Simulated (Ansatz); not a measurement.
C45H50O10, 105 atoms.

Geometry: PBE-D4/def2-SVP; not at a stationary point (largest force 0.6 eV/Å).

The calculation used Ansatz, RKS PBE0-D4/def2-SVP.

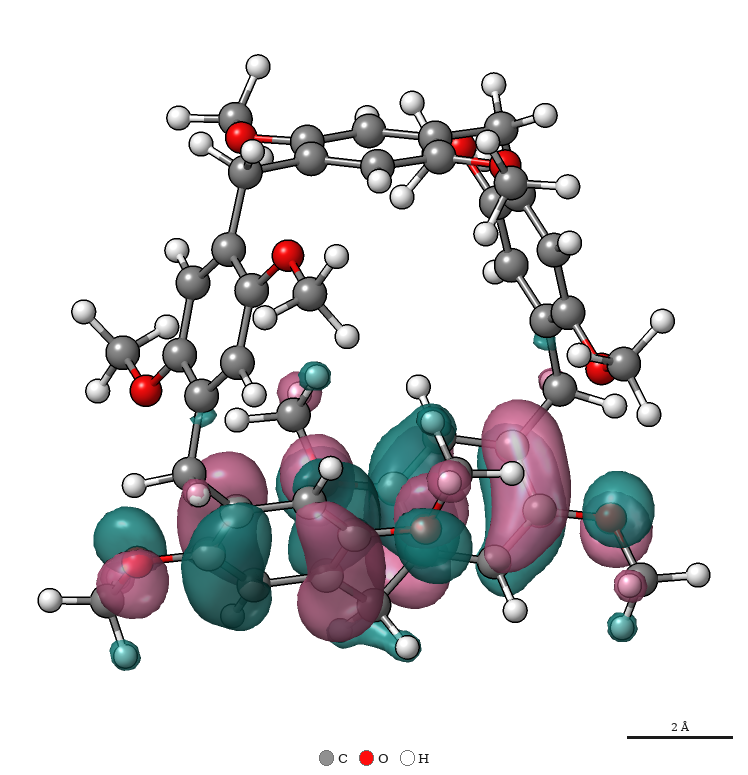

C45H50O10 (SMILES COc1cc2c(OC)cc1Cc1cc(OC)c(cc1OC)Cc1cc(OC)c(cc1OC)Cc1cc(OC)c(cc1OC)Cc1cc(OC)c(cc1OC)C2). The HOMO−1 at ±0.06 Å⁻³ᐟ² (teal and pink are the two phases), seen at a tilt.

Where does this orbital lie, and at what energy?

No atom holds more than about 10 % of it (Hirshfeld); by element the shares are C 65 %, O 25 % and H 5 %. Its energy is −5.32 eV.
